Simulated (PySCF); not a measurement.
C$_{2}$H$_{8}$BNSi$_{2}$ (SMILES BN([SiH3])[SiH2]C#C)

The calculation's input:

```
{"job": {"kind": "uv", "xc": "B3LYP", "basis": "def2-SVPD", "nstates": 8, "ntriplets": 3}, "charge": 0, "multiplicity": 1}
B     -1.642720    -0.775035     0.820731
N     -0.821881    -0.106842    -0.102297
Si    -0.768395     1.647091    -0.209676
Si     0.237511    -0.984000    -1.206320
C      1.992957    -0.591586    -0.758055
C      3.130530    -0.339254    -0.460888
H     -2.329769    -0.157558     1.542573
H     -1.641545    -1.946987     0.863073
H      0.598716     2.070970     0.103637
H     -1.731227     2.207951     0.731103
H     -1.118606     2.010206    -1.587481
H      0.002643    -2.418305    -1.060532
H     -0.035464    -0.499887    -2.565827
H      4.126573    -0.117236    -0.201902
```

Launched as:

```sh
OMP_NUM_THREADS=1 python probes_run.py task.json out
```

Geometry: GFN2-xTB.

These are results of B3LYP/def2-SVPD, SCF density, gas phase in PySCF, not measurements.

What will maps of the electron density and electron localisation function show?

B–N (1.40 Å): ρ is about 1.9 e/Å³ halfway; the ELF peaks at about 0.90 between the atoms; a short, strongly polar bond.
Si–N (1.76 Å): ρ at the midpoint is about 1 e/Å³; the ELF peaks at about 0.90 between the atoms (a polar covalent bond).
B–H (1.17 Å): ρ at the midpoint is about 1.3 e/Å³; the ELF climbs to about 1 towards the hydrogen, as it does in any bond to H: an ordinary covalent bond to hydrogen.

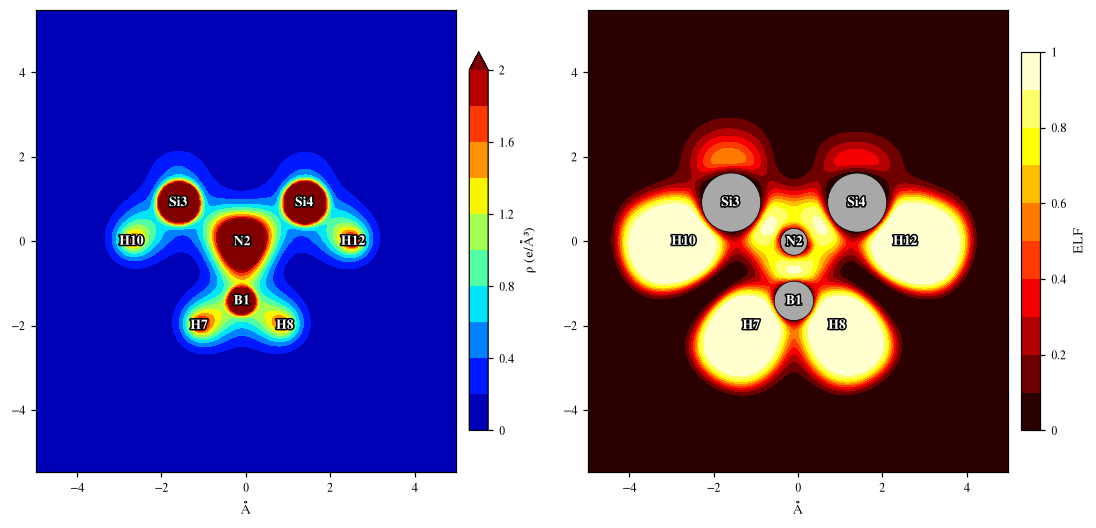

Computed electron density and electron localisation function on the plane of atoms N2, Si4 and H12, in this order. Grey discs cover the atomic cores in the ELF map. 
